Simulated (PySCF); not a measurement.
C$_{6}$H$_{9}$O$_{3}$ (charge −1): NMR shielding calculation

- system: C$_{6}$H$_{9}$O$_{3}$, charge −1
- method: GIAO PBE0/pcSseg-1 NMR shielding, non-relativistic, gas phase (PySCF 2.14.0)

The geometry comes from this level: GFN2-xTB. Figures and captions count atoms from 1; the log counts them from 0 in places.

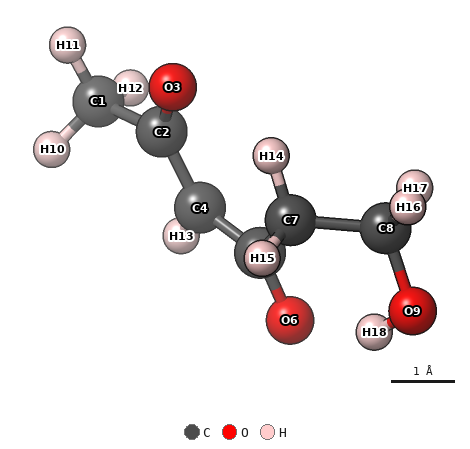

*The structure as given in the input (ball-and-stick view, seen at a tilt; atoms are numbered from 1 in the order of the input).*

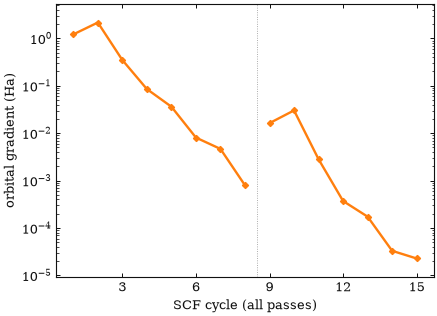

*Convergence of the self-consistent field: orbital gradient against the SCF cycle. The dotted line marks the change from a coarse to the final integration grid.*

The first 8 cycles use a coarse grid, the final grid takes over at cycle 9, and the field converges after 15 cycles in all.

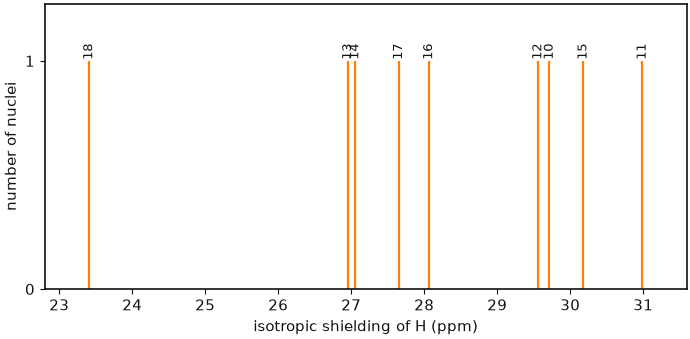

*Isotropic shieldings of the hydrogen nuclei in this fixed geometry, labelled by atom number; shielding grows to the right, so chemical shift grows to the left.*

The least shielded is H18 (23.4 ppm), the most shielded H11 (31.0 ppm).

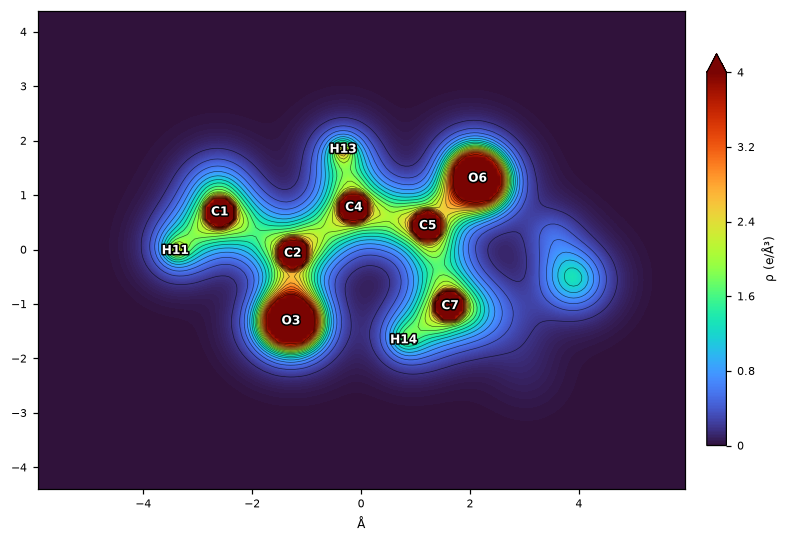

*Electron density on the plane of atoms C2, C4 and C5.*

Atoms in the plane: C, O and H. C–O (1.24 Å): ρ is about 3 e/Å³ halfway. C–C (1.40 Å): ρ at the midpoint is about 2.1 e/Å³.

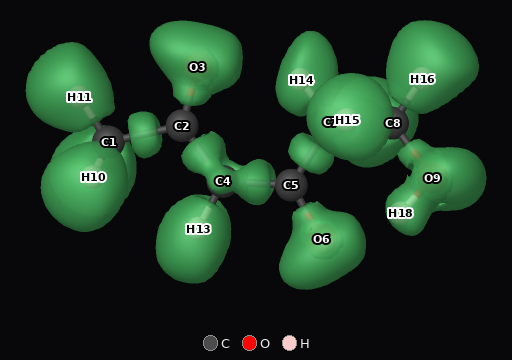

*Isosurface of the electron localisation function at 0.75 (green), seen face on. Core shells and regions of very low density are left out.*

Values along the shortest contacts: C–O (1.24 Å): the ELF peaks at about 0.90 between the atoms (a double or triple bond). C–C (1.40 Å): the ELF peaks at about 0.95 between the atoms (a shared electron pair).

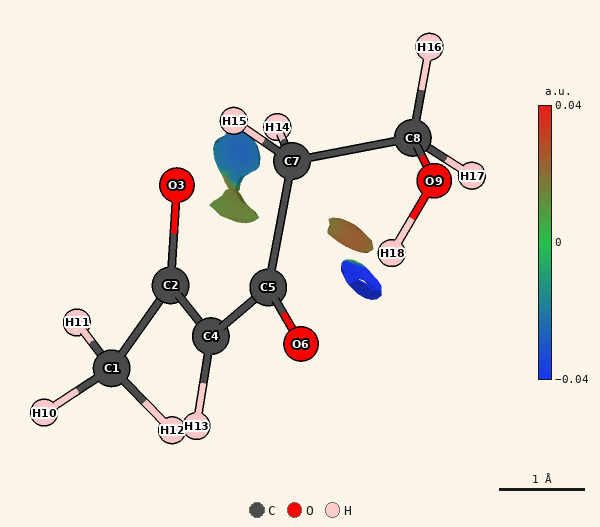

*Non-covalent interaction (NCI) plot: the surface where the reduced density gradient is 0.4, for densities under 0.05 a.u., coloured by sign(λ₂)ρ; seen at an oblique angle.*

H18···O6 (1.7 Å): a hydrogen bond (blue, attractive) Between H18 and O9 on one side and C7 and C8 on the other: a weak, van der Waals-like contact (green)

The input that produced these results follows, with the program's output.

Input
```
{"job": {"kind": "nmr", "xc": "PBE0", "basis": "pcSseg-1"}, "charge": -1, "multiplicity": 1}
C      3.174571    -0.493034    -0.401945
C      1.731992    -0.182743     0.041248
O      1.482261    -0.207106     1.257604
C      0.862269     0.089494    -1.026979
C     -0.499268     0.400625    -0.999048
O     -1.167303     0.607704    -2.047110
C     -1.219322     0.508743     0.343627
C     -2.576883    -0.194378     0.278623
O     -3.401624     0.334111    -0.729106
H      3.564479     0.315970    -1.017422
H      3.809264    -0.616652     0.474078
H      3.192867    -1.411593    -0.987223
H      1.298279     0.046126    -2.019640
H     -0.598653     0.084661     1.129928
H     -1.382974     1.570562     0.554296
H     -3.114145    -0.089822     1.232153
H     -2.413711    -1.273123     0.102294
H     -2.750859     0.516772    -1.461795
```

The first line tells a small driver script what to run in PySCF; the rest is the geometry in Å.

Launch command:
```bash
OMP_NUM_THREADS=1 python <driver script> task.json out
```

The program's output
```
coarse grid: 15360 points
cycle   1  E = -458.8496784189  dE =  1.308e+00  |g| = 1.211e+00  |ddm| = 3.835e+00
cycle   2  E = -458.2478545988  dE =  6.018e-01  |g| = 2.155e+00  |ddm| = 3.990e+00
cycle   3  E = -459.1060615622  dE = -8.582e-01  |g| = 3.488e-01  |ddm| = 3.135e+00
cycle   4  E = -459.1325293792  dE = -2.647e-02  |g| = 8.517e-02  |ddm| = 4.010e-01
cycle   5  E = -459.1336213080  dE = -1.092e-03  |g| = 3.613e-02  |ddm| = 8.956e-02
cycle   6  E = -459.1338818343  dE = -2.605e-04  |g| = 8.071e-03  |ddm| = 3.851e-02
cycle   7  E = -459.1338901398  dE = -8.306e-06  |g| = 4.652e-03  |ddm| = 1.156e-02
cycle   8  E = -459.1338942094  dE = -4.070e-06  |g| = 7.950e-04  |ddm| = 4.558e-03
final grid: 149224 points
cycle   9  E = -459.2173634693  dE = -2.347e-05  |g| = 1.627e-02  |ddm| = 3.669e-02
cycle  10  E = -459.2172405714  dE =  1.229e-04  |g| = 3.019e-02  |ddm| = 3.841e-02
cycle  11  E = -459.2174118163  dE = -1.712e-04  |g| = 2.820e-03  |ddm| = 2.832e-02
cycle  12  E = -459.2174133227  dE = -1.506e-06  |g| = 3.704e-04  |ddm| = 2.500e-03
cycle  13  E = -459.2174133431  dE = -2.033e-08  |g| = 1.733e-04  |ddm| = 4.448e-04
cycle  14  E = -459.2174133493  dE = -6.205e-09  |g| = 3.299e-05  |ddm| = 1.706e-04
cycle  15  E = -459.2174133494  dE = -1.355e-10  |g| = 2.274e-05  |ddm| = 5.172e-05
converged SCF energy = -459.2174133494

GIAO shielding tensors (ppm)
atom      isotropic    diamagn.    paramagn.     s11        s22        s33       span
  0 C      153.703     252.590     -98.887    116.117    154.178    190.814     74.697
  1 C       -0.687     243.839    -244.526   -102.611     -1.044    101.594    204.205
  2 O     -129.281     407.932    -537.213   -517.142   -211.450    340.748    857.890
  3 C       89.670     258.090    -168.421      8.942    126.296    133.771    124.829
  4 C      -11.407     249.600    -261.007    -89.049    -46.302    101.129    190.177
  5 O      -70.067     401.713    -471.780   -386.909   -128.242    304.950    691.858
  6 C      149.223     251.055    -101.833    135.923    151.338    160.407     24.484
  7 C      118.203     244.856    -126.653     93.929    104.294    156.386     62.457
  8 O      301.966     394.391     -92.425    269.888    292.845    343.165     73.277
  9 H       29.716      30.103      -0.387     26.228     29.919     32.999      6.771
 10 H       30.988      29.903       1.086     28.186     29.641     35.139      6.953
 11 H       29.559      30.348      -0.789     26.263     29.595     32.818      6.554
 12 H       26.954      35.276      -8.322     23.671     24.981     32.211      8.539
 13 H       27.052      33.119      -6.067     20.969     25.132     35.055     14.086
 14 H       30.179      31.623      -1.444     27.358     29.053     34.126      6.768
 15 H       28.064      29.459      -1.395     23.043     28.184     32.964      9.921
 16 H       27.650      30.859      -3.209     23.085     27.962     31.904      8.819
 17 H       23.408      31.190      -7.783      7.954     20.852     41.417     33.463
```

Summary

| quantity | value |
| --- | --- |
| outcome | converged |
| total energy | −459.217413 hartree |
| HOMO | −1.48 eV |
| LUMO | 4.03 eV |
| isotropic shielding, C | −11.4 to 153.7 ppm |
| isotropic shielding, O | −129.3 to 302.0 ppm |
| isotropic shielding, H | 23.4 to 31.0 ppm |
| hardware | 1 CPU thread, shared host |
| wall time | 38 s |
| peak memory | 0.86 GiB |
